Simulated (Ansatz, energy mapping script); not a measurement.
# CoO: energy mapping under PBE+U (3.5 eV), part 2 of 3

Wanted: the magnetic order of CoO, its couplings and an estimate of its ordering temperature, by PBE+U (3.5 eV).

PBE with U = 3.5 eV on Co d, ortho-atomic projectors; plane waves, U on orthogonalised atomic orbitals unless named otherwise, collinear spin, no spin–orbit coupling.

So far. Step 4 (Order 1: parallel, cell A of 4 atoms): The run ends ferromagnetic.

### 5. Run 2 (compensated +−; cell A, 4 atoms)

This order reverses 8 of the 12 neighbours at 3.01 Å, 0 of the 6 neighbours at 4.26 Å and 16 of the 24 neighbours at 5.22 Å, counted for an average magnetic atom.

Input file input.yaml:

```yaml
crystal:
  lattice:
    - [0.0, -2.1315, -2.1315]
    - [0.0, 2.1315, -2.1315]
    - [4.263, 0.0, 0.0]
  atoms:
    - { symbol: Co, position: [0.5, 0.5, 0.5], spin: 3.0 }
    - { symbol: Co, position: [0.0, 0.0, 0.0], spin: -3.0 }
    - { symbol: O, position: [0.5, 0.5, 0.0] }
    - { symbol: O, position: [0.0, 0.0, 0.5] }
magnetization:
  spin_polarized: true
kpoints:
  mp_grid: { grid: [9, 9, 6] }
hamiltonian:
  xc: pbe
  hubbard:
    sites:
      - { species: Co, l: d, u_eff: 3.5 }
      - { site: 0, l: d, u_eff: 3.5, starting_ns: [{ spin: up, occupation_matrix: co1_major }, { spin: down, occupation_matrix: co1_minor }] }
      - { site: 1, l: d, u_eff: 3.5, starting_ns: [{ spin: up, occupation_matrix: co1_minor }, { spin: down, occupation_matrix: co1_major }] }
    projectors: ortho-atomic
    occupation_matrices:
      co1_major:
        matrix:
          - [0.997, 0.0, 0.0, 0.0, 0.0]
          - [0.0, 0.999, 0.0, 0.0, 0.0]
          - [0.0, 0.0, 0.999, 0.0, 0.0]
          - [0.0, 0.0, 0.0, 0.997, 0.0]
          - [0.0, 0.0, 0.0, 0.0, 0.999]
      co1_minor:
        matrix:
          - [0.174, -0.069, -0.069, 0.0, -0.138]
          - [-0.069, 0.654, -0.301, -0.12, 0.301]
          - [-0.069, -0.301, 0.654, 0.12, 0.301]
          - [0.0, -0.12, 0.12, 0.174, 0.0]
          - [-0.138, 0.301, 0.301, 0.0, 0.654]
scf:
  occupations: { method: fermi_dirac, width: 0.05 }
output:
  eigenvalues: true
  write_density: true
  write_potential: true
  elf: true
  volumetric_format: npy
```

On the command line:

```console
ansatz run input.yaml --threads 4 --pin off --max-ram 8192MiB --backend cpu --events-out ev --progress --plain --runs-dir out
```

Numbers of over 12 decimals in the logs are rounded to 6 here.

Log:

```text
[...]
Crystal: 4 atoms, lattice volume = 38.736 Å³
Basis set: ecut = 420 eV, 727 PW (Γ)
Bands: 32, of which v1, the nominal top of the filled ones, is band 23 counted from 1 (22 counted from 0)
Symmetry: 2 space group operations
k-points: 244 of 486
[...]
Starting moments: Σ|m| = 6 μB on 2 of 4 sites
[...]
SCF iter   1: F=—  HF=-11384.051981 eV  |F-HF|=—  |Δ(HF+E_count)|=         —  Δρ=1.67e-1 (↑1.67e-1 ↓1.67e-1)  dr2=2.53e1  dr2_m=2.11e0  M=0.000 μB ∫|m|=4.217 μB  β_m=0.30  ethr=3.10e-3  ⟨swp⟩=5.4  Hψ=28285  notcnv=0  defer=73
[...]
SCF iter  12: F=-11382.649864 eV  HF=-11382.649864 eV  |F-HF|=1.77e-8  |Δ(HF+E_count)|=   1.05e-7  Δρ=3.93e-6 (↑3.93e-6 ↓3.93e-6)  dr2=1.85e-9  dr2_m=3.01e-9  M=0.000 μB ∫|m|=5.721 μB  ethr=2.17e-10  ⟨swp⟩=8.5  Hψ=27228  notcnv=0
SCF 1 converged in 12 iterations: F = -11382.649864 eV  dr2 = 1.85e-9
[...]
SCF converged after 12 iterations
Magnetization: 0.0000 μB (23.0000 up, 23.0000 down)
Absolute magnetization: 5.7216 μB (∫|ρ↑−ρ↓|, with the PAW one-centre terms)
[...]
Per-site moments (μB) at R_I (Å): [(2.596342, 0.87924375), (-2.596342, 0.87924375), (-0.075649, 0.87924375), (0.075649, 0.87924375)]
Free energy (F): -11382.649864 eV
[...]
Internal energy: -11382.649864 eV  (E = F + TS)
E sigma→0 (E₀):  -11382.649864 eV
Entropy (-TS):   -0.000000 eV (-0.000 meV/atom)
Fermi energy:    14.328964 eV
[...]
--- Specified on-site occupations, and those of the state reported ---
  electrons in the specified blocks: 14.6020 specified, 14.5909 found
[...]
--- Band table (eV; the first three rows and the last of 488) ---
  k-point 0 ↑: bands = [... 19 lower, 11.2822, 11.2999, 11.3076, 11.4025, 15.0774, 15.1154, 15.4978, 15.6788, ... 5 higher]
  k-point 1 ↑: bands = [... 19 lower, 11.0787, 11.2711, 11.3120, 11.6719, 15.1448, 15.5004, 15.6013, 16.0637, ... 5 higher]
  k-point 2 ↑: bands = [... 19 lower, 11.0171, 11.3138, 11.4145, 11.9752, 15.2495, 15.5063, 15.8140, 17.5863, ... 5 higher]
  k-point 243 ↓: bands = [... 19 lower, 11.4014, 11.5096, 12.0729, 12.9495, 15.6269, 16.3362, 17.1106, 19.9892, ... 5 higher]
Occupation matrices written to <dir>
```

It took 5.5 s on 4 threads of Arm Neoverse V2, shared host; peak memory 0.7 GiB; 21 s of CPU time.

Spin moment in the sphere by atom:

```csv
atom,spin moment in the sphere (μB)
Co1,2.60
Co2,-2.60
O3,-0.08
O4,0.08
```

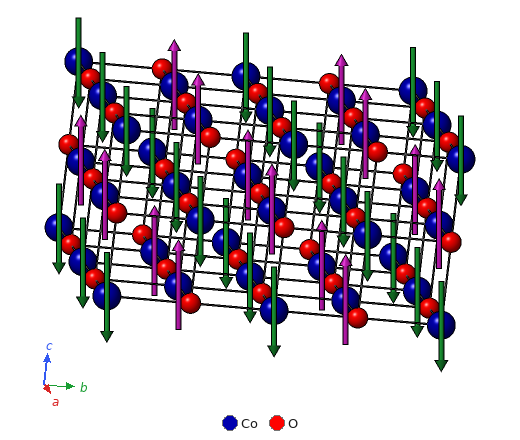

Spin moment in the sphere as arrows, the longest 2.60 μB. Up and down stand for the sign. Arrows give size and sign along the axis of quantisation, drawn up and down the page. The two directions have two colours. 2×2×1 conventional cells are drawn. Some periodic images of atoms are drawn too.

The run ends antiferromagnetic, 15.58 meV a magnetic atom above the parallel order of its cell.

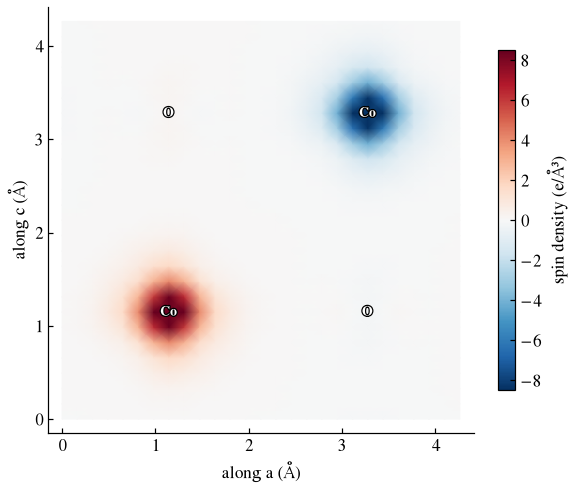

Spin density in the ac plane of the conventional cell at fractional y = 0.000, with atoms of Co and O within 0.2 Å of it. The map starts off the cell's origin, so that atoms lie inside it.

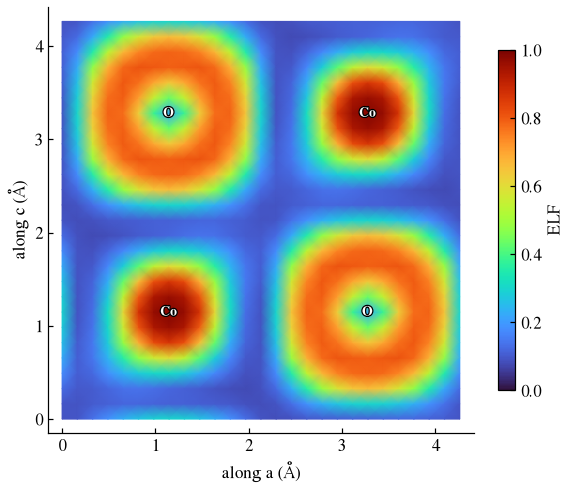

ELF in the ac plane of the conventional cell at fractional y = 0.000, with atoms of Co and O within 0.2 Å of it. It is the smooth field of the valence electrons, not physical close to the nuclei. The map starts off the cell's origin, so that atoms lie inside it.

### 6. Parallel start in cell B (4 atoms)

A new cell needs its own zero of energy.

This run holds the same structure in another cell (c 4.263 → 5.221 Å, α 90.0 → 73.2°, β 90.0 → 73.2°, γ 90.0 → 60.0°).

Input file input.yaml:

```yaml
crystal:
  lattice:
    - [0.0, -2.1315, -2.1315]
    - [-2.1315, 0.0, -2.1315]
    - [2.1315, 2.1315, -4.263]
  atoms:
    - { symbol: Co, position: [0.5, 0.5, 0.5], spin: 3.0 }
    - { symbol: Co, position: [0.0, 0.0, 0.0], spin: 3.0 }
    - { symbol: O, position: [0.75, 0.75, 0.75] }
    - { symbol: O, position: [0.25, 0.25, 0.25] }
magnetization:
  spin_polarized: true
kpoints:
  mp_grid: { grid: [10, 10, 10] }
hamiltonian:
  xc: pbe
  hubbard:
    sites:
      - { species: Co, l: d, u_eff: 3.5 }
      - { site: 0, l: d, u_eff: 3.5, starting_ns: [{ spin: up, occupation_matrix: co1_major }, { spin: down, occupation_matrix: co1_minor }] }
      - { site: 1, l: d, u_eff: 3.5, starting_ns: [{ spin: up, occupation_matrix: co1_major }, { spin: down, occupation_matrix: co1_minor }] }
    projectors: ortho-atomic
    occupation_matrices:
      co1_major:
        matrix:
          - [0.997, 0.0, 0.0, 0.0, 0.0]
          - [0.0, 0.999, 0.0, 0.0, 0.0]
          - [0.0, 0.0, 0.999, 0.0, 0.0]
          - [0.0, 0.0, 0.0, 0.997, 0.0]
          - [0.0, 0.0, 0.0, 0.0, 0.999]
      co1_minor:
        matrix:
          - [0.174, -0.069, -0.069, 0.0, -0.138]
          - [-0.069, 0.654, -0.301, -0.12, 0.301]
          - [-0.069, -0.301, 0.654, 0.12, 0.301]
          - [0.0, -0.12, 0.12, 0.174, 0.0]
          - [-0.138, 0.301, 0.301, 0.0, 0.654]
scf:
  occupations: { method: fermi_dirac, width: 0.05 }
output:
  eigenvalues: true
```

Log:

```text
[...]
Crystal: 4 atoms, lattice volume = 38.736 Å³
Basis set: ecut = 420 eV, 707 PW (Γ)
Bands: 32, of which v1, the nominal top of the filled ones, is band 23 counted from 1 (22 counted from 0)
Symmetry: 8 space group operations
k-points: 282 of 1000
[...]
Starting moments: Σ|m| = 6 μB on 2 of 4 sites
[...]
k-point 1 ↑: bands = [... 19 lower, 9.8320, 10.8527, 10.9608, 11.1432, 11.2052, 13.3183, 13.4226, 15.0125, ... 5 higher]
  k-point 2 ↑: bands = [... 19 lower, 9.7751, 10.6833, 10.7701, 11.3791, 11.4562, 13.1888, 13.2941, 15.5403, ... 5 higher]
  k-point 281 ↓: bands = [... 19 lower, 11.7216, 15.6679, 15.6679, 16.5955, 16.5955, 16.6104, 16.6104, 21.4992, ... 5 higher]
Occupation matrices written to <dir>
[key lines of the parts left out:]
SCF converged after 12 iterations
Magnetization: 6.0000 μB (26.0000 up, 20.0000 down)
Free energy (F): -11382.680459 eV
Fermi energy:    14.148677 eV
```

It took 10 s on 4 threads; peak memory 0.8 GiB.

The run ends ferromagnetic. For each magnetic atom its energy differs from the parallel run of the first cell by 0.28 meV, an error that one common reference would have brought in.

### 7. Compensated +− start in cell B (4 atoms)

This order reverses 6 of the 12 neighbours at 3.01 Å, 6 of the 6 neighbours at 4.26 Å and 12 of the 24 neighbours at 5.22 Å, counted for an average magnetic atom.

Changes to input.yaml since step 6:

```diff
@@ -7,3 +7,3 @@
     - { symbol: Co, position: [0.5, 0.5, 0.5], spin: 3.0 }
-    - { symbol: Co, position: [0.0, 0.0, 0.0], spin: 3.0 }
+    - { symbol: Co, position: [0.0, 0.0, 0.0], spin: -3.0 }
     - { symbol: O, position: [0.75, 0.75, 0.75] }
@@ -20,3 +20,3 @@
       - { site: 0, l: d, u_eff: 3.5, starting_ns: [{ spin: up, occupation_matrix: co1_major }, { spin: down, occupation_matrix: co1_minor }] }
-      - { site: 1, l: d, u_eff: 3.5, starting_ns: [{ spin: up, occupation_matrix: co1_major }, { spin: down, occupation_matrix: co1_minor }] }
+      - { site: 1, l: d, u_eff: 3.5, starting_ns: [{ spin: up, occupation_matrix: co1_minor }, { spin: down, occupation_matrix: co1_major }] }
     projectors: ortho-atomic
```

Log:

```text
[...]
Crystal: 4 atoms, lattice volume = 38.736 Å³
Basis set: ecut = 420 eV, 707 PW (Γ)
Bands: 32, of which v1, the nominal top of the filled ones, is band 23 counted from 1 (22 counted from 0)
Symmetry: 4 space group operations
k-points: 282 of 1000
[...]
Starting moments: Σ|m| = 6 μB on 2 of 4 sites
[...]
k-point 1 ↑: bands = [... 19 lower, 11.3495, 11.6646, 11.9791, 12.5289, 15.2879, 15.3587, 16.5062, 16.6188, ... 5 higher]
  k-point 2 ↑: bands = [... 19 lower, 11.6030, 11.7812, 12.1098, 12.5370, 15.3276, 15.8188, 16.4446, 16.5622, ... 5 higher]
  k-point 281 ↓: bands = [... 19 lower, 11.1603, 11.7655, 11.7710, 12.1668, 15.6739, 16.5175, 16.5324, 20.9509, ... 5 higher]
Occupation matrices written to <dir>
[key lines of the parts left out:]
SCF converged after 18 iterations
Magnetization: 0.0000 μB (23.0000 up, 23.0000 down)
Free energy (F): -11382.853723 eV
Fermi energy:    13.966233 eV
```

Run time: 8.2 s. Hardware: 4 threads; peak memory 0.74 GiB; 32 s of CPU time.

The run ends antiferromagnetic, 86.63 meV a magnetic atom below the parallel order of its cell.

### 8. Parallel start in cell C (6 atoms)

The parallel order again, as the reference for this cell.

Input file input.yaml:

```yaml
crystal:
  lattice:
    - [0.0, -2.1315, -2.1315]
    - [-4.263, 0.0, 0.0]
    - [2.1315, 4.263, -2.1315]
  atoms:
    - { symbol: Co, position: [0.666666667, 0.666666667, 0.333333333], spin: 3.0 }
    - { symbol: Co, position: [0.333333333, 0.333333333, 0.666666667], spin: 3.0 }
    - { symbol: Co, position: [0.0, 0.0, 0.0], spin: 3.0 }
    - { symbol: O, position: [0.666666667, 0.166666667, 0.333333333] }
    - { symbol: O, position: [0.333333333, 0.833333333, 0.666666667] }
    - { symbol: O, position: [0.0, 0.5, 0.0] }
magnetization:
  spin_polarized: true
kpoints:
  mp_grid: { grid: [9, 9, 9] }
hamiltonian:
  xc: pbe
  hubbard:
    sites:
      - { species: Co, l: d, u_eff: 3.5 }
      - { site: 0, l: d, u_eff: 3.5, starting_ns: [{ spin: up, occupation_matrix: co1_major }, { spin: down, occupation_matrix: co1_minor }] }
      - { site: 1, l: d, u_eff: 3.5, starting_ns: [{ spin: up, occupation_matrix: co1_major }, { spin: down, occupation_matrix: co1_minor }] }
      - { site: 2, l: d, u_eff: 3.5, starting_ns: [{ spin: up, occupation_matrix: co1_major }, { spin: down, occupation_matrix: co1_minor }] }
    projectors: ortho-atomic
    occupation_matrices:
      co1_major:
        matrix:
          - [0.997, 0.0, 0.0, 0.0, 0.0]
          - [0.0, 0.999, 0.0, 0.0, 0.0]
          - [0.0, 0.0, 0.999, 0.0, 0.0]
          - [0.0, 0.0, 0.0, 0.997, 0.0]
          - [0.0, 0.0, 0.0, 0.0, 0.999]
      co1_minor:
        matrix:
          - [0.174, -0.069, -0.069, 0.0, -0.138]
          - [-0.069, 0.654, -0.301, -0.12, 0.301]
          - [-0.069, -0.301, 0.654, 0.12, 0.301]
          - [0.0, -0.12, 0.12, 0.174, 0.0]
          - [-0.138, 0.301, 0.301, 0.0, 0.654]
scf:
  occupations: { method: fermi_dirac, width: 0.05 }
output:
  eigenvalues: true
```

Log:

```text
[...]
Crystal: 6 atoms, lattice volume = 58.104 Å³
Basis set: ecut = 420 eV, 1105 PW (Γ)
Bands: 47, of which v1, the nominal top of the filled ones, is band 35 counted from 1 (34 counted from 0)
Symmetry: 6 space group operations
k-points: 365 of 729
[...]
Starting moments: Σ|m| = 9 μB on 3 of 6 sites
[...]
k-point 1 ↑: bands = [... 31 lower, 10.6867, 10.8342, 10.9601, 11.1033, 11.1146, 11.2599, 11.8712, 12.9428, ... 8 higher]
  k-point 2 ↑: bands = [... 31 lower, 10.5308, 10.7190, 10.8383, 11.1928, 11.2064, 11.2635, 11.6989, 13.2171, ... 8 higher]
  k-point 364 ↓: bands = [... 31 lower, 15.5194, 15.5785, 16.0635, 16.1339, 16.1471, 16.2383, 16.4578, 17.3507, ... 8 higher]
Occupation matrices written to <dir>
[key lines of the parts left out:]
SCF converged after 12 iterations
Magnetization: 9.0000 μB (39.0000 up, 30.0000 down)
Free energy (F): -17074.020718 eV
Fermi energy:    14.142574 eV
```

Wall time 34 s (4 threads); peak memory 1.7 GiB.

The run ends ferromagnetic. For each magnetic atom its energy differs from the parallel run of the first cell by 0.27 meV, an error that one common reference would have brought in.

### 9. Order 6: uncompensated ++−, cell C of 6 atoms

This order reverses 6.67 of the 12 neighbours at 3.01 Å, 2.67 of the 6 neighbours at 4.26 Å and 8 of the 24 neighbours at 5.22 Å, counted for an average magnetic atom.

Changes to input.yaml since step 8:

```diff
@@ -8,3 +8,3 @@
     - { symbol: Co, position: [0.333333333, 0.333333333, 0.666666667], spin: 3.0 }
-    - { symbol: Co, position: [0.0, 0.0, 0.0], spin: 3.0 }
+    - { symbol: Co, position: [0.0, 0.0, 0.0], spin: -3.0 }
     - { symbol: O, position: [0.666666667, 0.166666667, 0.333333333] }
@@ -23,3 +23,3 @@
       - { site: 1, l: d, u_eff: 3.5, starting_ns: [{ spin: up, occupation_matrix: co1_major }, { spin: down, occupation_matrix: co1_minor }] }
-      - { site: 2, l: d, u_eff: 3.5, starting_ns: [{ spin: up, occupation_matrix: co1_major }, { spin: down, occupation_matrix: co1_minor }] }
+      - { site: 2, l: d, u_eff: 3.5, starting_ns: [{ spin: up, occupation_matrix: co1_minor }, { spin: down, occupation_matrix: co1_major }] }
     projectors: ortho-atomic
```

Log:

```text
[...]
Crystal: 6 atoms, lattice volume = 58.104 Å³
Basis set: ecut = 420 eV, 1105 PW (Γ)
Bands: 47, of which v1, the nominal top of the filled ones, is band 35 counted from 1 (34 counted from 0)
Symmetry: 2 space group operations
k-points: 365 of 729
[...]
Starting moments: Σ|m| = 9 μB on 3 of 6 sites
[...]
k-point 1 ↑: bands = [... 31 lower, 11.2271, 11.4287, 11.6437, 12.0295, 12.5598, 15.2860, 15.3699, 15.8411, ... 8 higher]
  k-point 2 ↑: bands = [... 31 lower, 11.3304, 11.6169, 11.6458, 12.0234, 12.6127, 15.3677, 15.7716, 16.0758, ... 8 higher]
  k-point 364 ↓: bands = [... 31 lower, 12.0592, 12.2573, 15.5111, 15.5573, 16.0783, 16.1189, 16.2774, 17.0196, ... 8 higher]
Occupation matrices written to <dir>
[key lines of the parts left out:]
SCF converged after 18 iterations
Magnetization: 3.0000 μB (36.0000 up, 33.0000 down)
Free energy (F): -17074.123555 eV
Fermi energy:    14.146890 eV
```

It took 44 s on 4 threads; peak memory 1.7 GiB; 2.9 min of CPU time.

The run ends ferrimagnetic, 34.28 meV a magnetic atom below the parallel order of its cell.

### 10. Run 7 (parallel; cell D, 6 atoms)

A new cell needs its own zero of energy.

This run holds the same structure in another cell (b 4.263 → 3.014 Å, c 5.221 → 6.740 Å, α 114.1 → 102.9°, β 106.8 → 102.9°).

Input file input.yaml:

```yaml
crystal:
  lattice:
    - [0.0, 2.1315, 2.1315]
    - [0.0, 2.1315, -2.1315]
    - [-6.3945, -2.1315, 0.0]
  atoms:
    - { symbol: Co, position: [0.0, 0.0, 0.0], spin: 3.0 }
    - { symbol: Co, position: [0.333333333, 0.333333333, 0.666666667], spin: 3.0 }
    - { symbol: Co, position: [0.666666667, 0.666666667, 0.333333333], spin: 3.0 }
    - { symbol: O, position: [0.833333333, 0.833333333, 0.666666667] }
    - { symbol: O, position: [0.166666667, 0.166666667, 0.333333333] }
    - { symbol: O, position: [0.5, 0.5, 0.0] }
magnetization:
  spin_polarized: true
kpoints:
  mp_grid: { grid: [9, 9, 9] }
hamiltonian:
  xc: pbe
  hubbard:
    sites:
      - { species: Co, l: d, u_eff: 3.5 }
      - { site: 0, l: d, u_eff: 3.5, starting_ns: [{ spin: up, occupation_matrix: co1_major }, { spin: down, occupation_matrix: co1_minor }] }
      - { site: 1, l: d, u_eff: 3.5, starting_ns: [{ spin: up, occupation_matrix: co1_major }, { spin: down, occupation_matrix: co1_minor }] }
      - { site: 2, l: d, u_eff: 3.5, starting_ns: [{ spin: up, occupation_matrix: co1_major }, { spin: down, occupation_matrix: co1_minor }] }
    projectors: ortho-atomic
    occupation_matrices:
      co1_major:
        matrix:
          - [0.997, 0.0, 0.0, 0.0, 0.0]
          - [0.0, 0.999, 0.0, 0.0, 0.0]
          - [0.0, 0.0, 0.999, 0.0, 0.0]
          - [0.0, 0.0, 0.0, 0.997, 0.0]
          - [0.0, 0.0, 0.0, 0.0, 0.999]
      co1_minor:
        matrix:
          - [0.174, -0.069, -0.069, 0.0, -0.138]
          - [-0.069, 0.654, -0.301, -0.12, 0.301]
          - [-0.069, -0.301, 0.654, 0.12, 0.301]
          - [0.0, -0.12, 0.12, 0.174, 0.0]
          - [-0.138, 0.301, 0.301, 0.0, 0.654]
scf:
  occupations: { method: fermi_dirac, width: 0.05 }
output:
  eigenvalues: true
```

Log:

```text
[...]
Crystal: 6 atoms, lattice volume = 58.104 Å³
Basis set: ecut = 420 eV, 1097 PW (Γ)
Bands: 47, of which v1, the nominal top of the filled ones, is band 35 counted from 1 (34 counted from 0)
Symmetry: 6 space group operations
k-points: 365 of 729
[...]
Starting moments: Σ|m| = 9 μB on 3 of 6 sites
[...]
k-point 1 ↑: bands = [... 31 lower, 10.4998, 10.8199, 10.8493, 10.8812, 11.0497, 11.1106, 11.1259, 11.1687, ... 8 higher]
  k-point 2 ↑: bands = [... 31 lower, 10.2729, 10.6469, 10.9481, 11.0101, 11.0623, 11.1210, 11.1728, 11.2658, ... 8 higher]
  k-point 364 ↓: bands = [... 31 lower, 15.6447, 15.8330, 15.9566, 16.8193, 17.0532, 17.0745, 17.1869, 17.3844, ... 8 higher]
Occupation matrices written to <dir>
[key lines of the parts left out:]
SCF converged after 12 iterations
Magnetization: 9.0000 μB (39.0000 up, 30.0000 down)
Free energy (F): -17074.020202 eV
Fermi energy:    14.144361 eV
```

Elapsed: 31 s, on 4 threads; peak memory 1.7 GiB; 1.9 min of CPU time.

The run ends ferromagnetic. For each magnetic atom its energy differs from the parallel run of the first cell by 0.44 meV, an error that one common reference would have brought in.

### 11. Run 8 (uncompensated ++−; cell D, 6 atoms)

This order reverses 5.33 of the 12 neighbours at 3.01 Å, 1.33 of the 6 neighbours at 4.26 Å and 16 of the 24 neighbours at 5.22 Å, counted for an average magnetic atom.

Changes to input.yaml since step 10:

```diff
@@ -8,3 +8,3 @@
     - { symbol: Co, position: [0.333333333, 0.333333333, 0.666666667], spin: 3.0 }
-    - { symbol: Co, position: [0.666666667, 0.666666667, 0.333333333], spin: 3.0 }
+    - { symbol: Co, position: [0.666666667, 0.666666667, 0.333333333], spin: -3.0 }
     - { symbol: O, position: [0.833333333, 0.833333333, 0.666666667] }
@@ -23,3 +23,3 @@
       - { site: 1, l: d, u_eff: 3.5, starting_ns: [{ spin: up, occupation_matrix: co1_major }, { spin: down, occupation_matrix: co1_minor }] }
-      - { site: 2, l: d, u_eff: 3.5, starting_ns: [{ spin: up, occupation_matrix: co1_major }, { spin: down, occupation_matrix: co1_minor }] }
+      - { site: 2, l: d, u_eff: 3.5, starting_ns: [{ spin: up, occupation_matrix: co1_minor }, { spin: down, occupation_matrix: co1_major }] }
     projectors: ortho-atomic
```

Log:

```text
[...]
Crystal: 6 atoms, lattice volume = 58.104 Å³
Basis set: ecut = 420 eV, 1097 PW (Γ)
Bands: 47, of which v1, the nominal top of the filled ones, is band 35 counted from 1 (34 counted from 0)
Symmetry: 2 space group operations
k-points: 365 of 729
[...]
Starting moments: Σ|m| = 9 μB on 3 of 6 sites
[...]
k-point 1 ↑: bands = [... 31 lower, 11.0526, 11.1804, 11.2362, 11.3014, 11.8604, 15.1461, 15.2201, 15.5381, ... 8 higher]
  k-point 2 ↑: bands = [... 31 lower, 11.0443, 11.1611, 11.2665, 11.3565, 11.8746, 15.2115, 15.5378, 15.5402, ... 8 higher]
  k-point 364 ↓: bands = [... 31 lower, 12.2705, 13.0732, 15.5753, 15.7706, 16.3339, 16.9041, 17.0902, 17.2678, ... 8 higher]
Occupation matrices written to <dir>
[key lines of the parts left out:]
SCF converged after 18 iterations
Magnetization: 3.0000 μB (36.0000 up, 33.0000 down)
Free energy (F): -17074.065205 eV
Fermi energy:    14.253986 eV
```

Run time: 44 s. Hardware: 4 threads; peak memory 1.7 GiB; 2.9 min of CPU time.

The run ends ferrimagnetic, 15.00 meV a magnetic atom below the parallel order of its cell.

[end of part 2 of 3]

[Logs and program files are shortened in this print: banners, set-up blocks, solver, clock and traceback lines can be left out without a mark of their own.]

[Logs are printed without paths, hosts, clocks, repeated set-up lines and the standing remarks that a program may print on its own settings, such as how far it seeks lower states.]

[Hosts, paths, dates, database ids (printed as entryN), source tags and the programs' standing remarks are cut or masked in the printed files.]

[Where a cell is said to come from a database of computed structures, the database is the Materials Project.]
